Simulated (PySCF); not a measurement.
```yaml
atoms:
  - { symbol: C, position_ang: [-0.8027, -1.3169, 0.6411] }
  - { symbol: C, position_ang: [-0.4121, -0.2080, -0.0672] }
  - { symbol: C, position_ang: [-1.1189, 0.9848, -0.1122] }
  - { symbol: O, position_ang: [-2.2759, 1.2382, 0.5300] }
  - { symbol: C, position_ang: [0.8954, -0.2399, -0.8193] }
  - { symbol: C, position_ang: [2.0087, 0.4342, -0.0606] }
  - { symbol: O, position_ang: [1.9123, 0.9788, 1.0002] }
  - { symbol: H, position_ang: [-1.7092, -1.3512, 1.2203] }
  - { symbol: H, position_ang: [-0.2036, -2.2072, 0.6494] }
  - { symbol: H, position_ang: [-0.7771, 1.8288, -0.6885] }
  - { symbol: H, position_ang: [-2.5136, 0.4795, 1.0791] }
  - { symbol: H, position_ang: [0.8097, 0.2637, -1.7861] }
  - { symbol: H, position_ang: [1.2047, -1.2690, -1.0158] }
  - { symbol: H, position_ang: [2.9817, 0.3838, -0.5925] }
```

Geometry: GFN2-xTB.

Method: PySCF, UKS B3LYP, pcH-1 on C H O, non-relativistic, mean-field spin-orbit, GIAO.

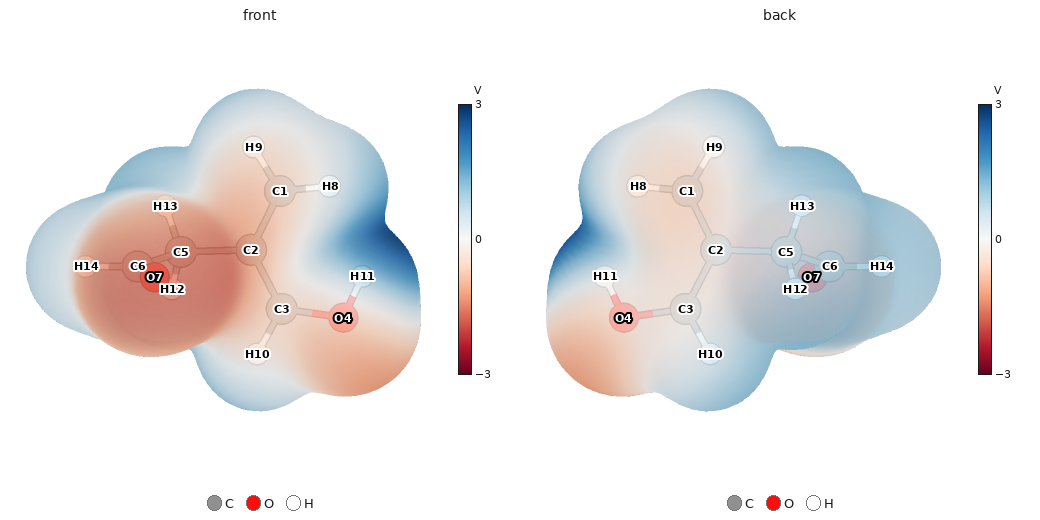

C₅H₇O₂ (doublet). The electrostatic potential painted on the density surface at 0.002 e/bohr³, seen from the front and from behind; the colour scale runs from red (negative) to blue (positive).

> Where is the surface potential most negative and most positive?

The most negative region (about −1.7 V, or −39 kcal/mol for a unit charge) lies over O7, the most positive (about +2.6 V, or +60 kcal/mol for a unit charge) over H11. O7 is the likeliest acceptor of a hydrogen bond.
